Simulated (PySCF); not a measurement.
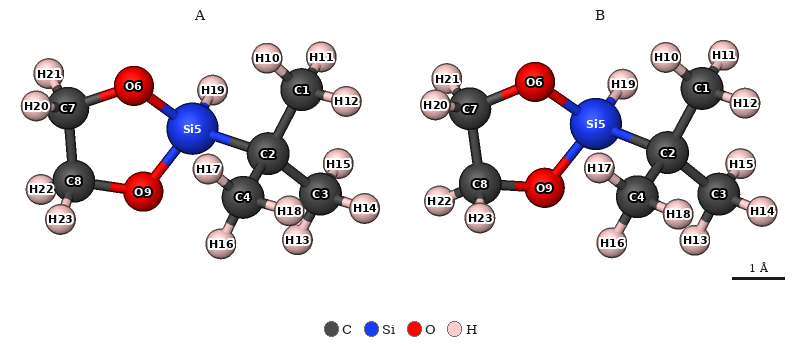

Two geometries of C6H14O2Si, drawn at one scale. One is the start of a relaxation, the other its converged end. The picture is a ball-and-stick view, seen at a tilt.

Theory: PBE0-D3(BJ)/def2-SVP geometry optimisation, gas phase in PySCF 2.14.0, density-fitted response routines. 

Q: Which geometry has the lower energy?

A: Structure B is the relaxed one. The start comes from GFN2-xTB. Its atoms were then displaced at random by about 0.01 Å. Over 7 geometry steps the energy falls by 0.281 eV. H23 moves most after the best rigid fit: 0.45 Å. By element the largest moves are H 0.45 Å, C 0.19 Å, O 0.14 Å, Si 0.13 Å. Among the contacts that change: Si5–O9 1.633 → 1.682 Å, C4–H16 1.062 → 1.102 Å, Si5–O6 1.643 → 1.682 Å, C1–C2 1.497 → 1.531 Å. Among the angles between lasting bonds that change: H16–C4–H17 111.5° → 108.0°, O9–Si5–H19 106.7° → 110.0°, O6–Si5–H19 110.2° → 113.3°.
